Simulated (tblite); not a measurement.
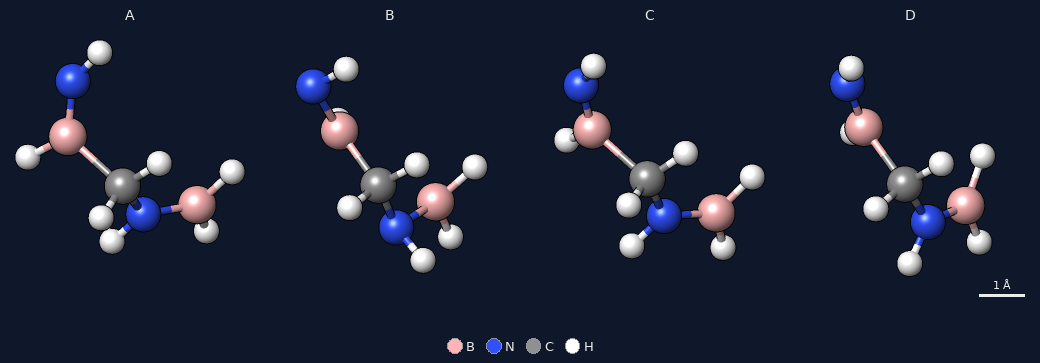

4 geometries from one relaxation of CH7B2N2 (multiplicity 2), in shuffled order. Style: ball-and-stick. Shown from a free direction.

Method: GFN2-xTB geometry optimisation, gas phase in tblite. 

### Order the frames from highest to lowest energy.

B, D, C, A. They are steps 0, 25, 85, 121, at +252.1 kJ/mol, +12.6 kJ/mol, +2.06 kJ/mol relative to the last. The energy falls by 252.1 kJ/mol in 121 geometry steps. The largest move after the best rigid fit is that of an H atom, 1.62 Å. By element the largest moves are H 1.62 Å, N 0.58 Å, B 0.58 Å, C 0.11 Å. Among the contacts that change: B–N 1.537 → 1.303 Å, B–N 1.521 → 1.387 Å, B–C 1.603 → 1.692 Å, H–N 1.061 → 1.011 Å. Bond angles that change, for instance: B–N–H 111.7° → 143.1°, B–N–H 105.5° → 120.0°, B–N–C 114.6° → 127.6°. Groups turn about B–C by about 65°, B–N by about 60°. The run took 0.42 s on 1 thread of Intel(R) Xeon(R) Platinum 8488C (shared host).
